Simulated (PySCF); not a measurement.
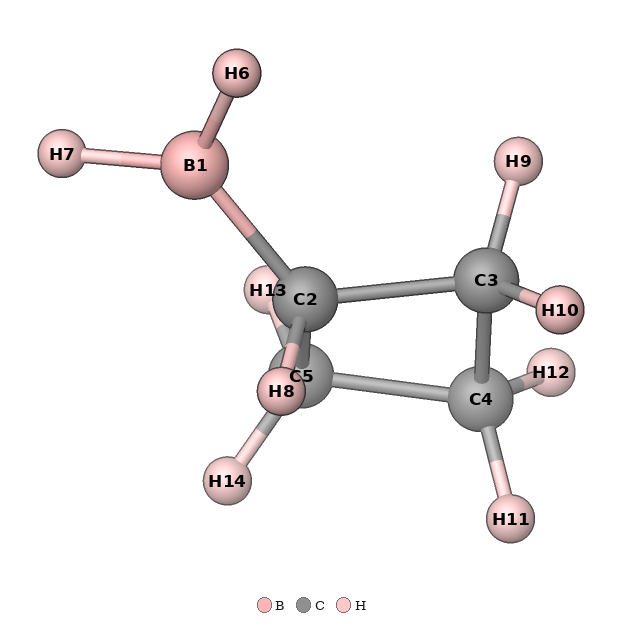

Depth is shown by fading: the farther an atom, the more it takes the colour of the background. The computed structure is the end point of a PBE0-D3(BJ)/def2-SVP optimisation. No frequency run is at hand to confirm it as a minimum.

Question: What is the conformation of the ring C2–C3–C4–C5?

Answer: It is puckered (butterfly). The Cremer–Pople amplitude Q is 0.22 Å.

Question: Give the torsion angles round the ring, beginning with the bond from its second to its third atom.

Answer: 16°, −16°, 16°, −16°.
